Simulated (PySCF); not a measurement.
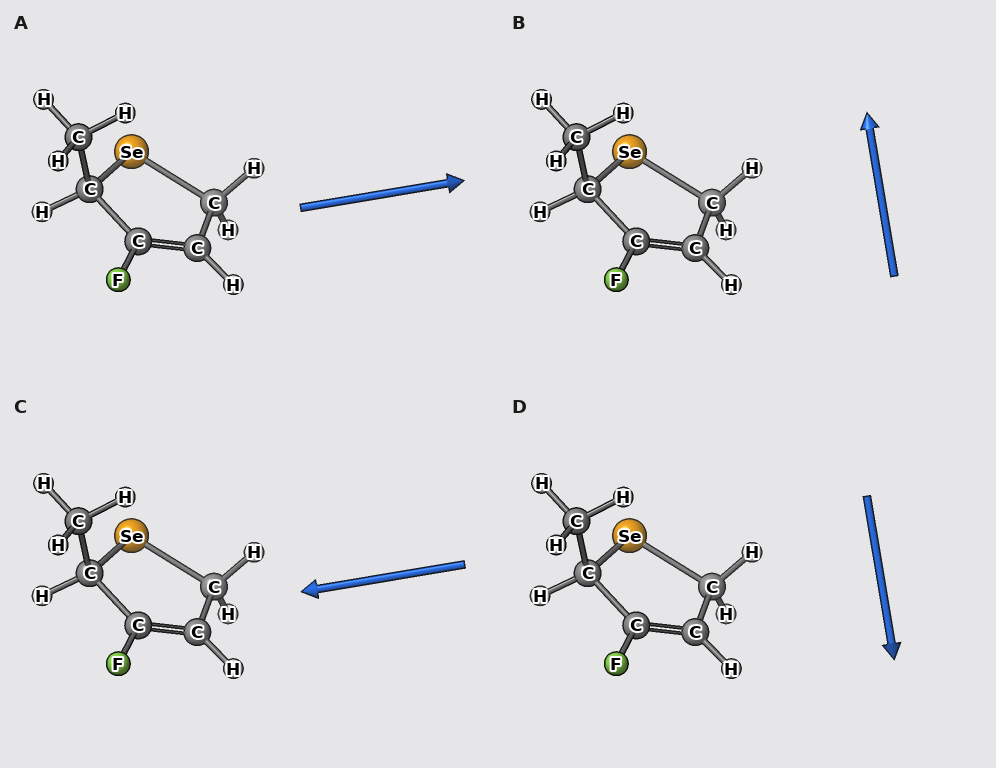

The same molecule four times, each with an arrow. The geometry was computed by an optimisation with GFN2-xTB. No frequency run is at hand to confirm it as a minimum. Level of theory: B3LYP/def2-SVPD, gas phase (PySCF 2.14.0).

> Which arrow points along the dipole moment, from the negative to the positive end?

A. The dipole moment is 0.77 D.

The geometry is semi-empirical. Around Se such bond lengths and angles can be off by a tenth of an ångström or more and by several degrees, and values that hang on the shape move with them.
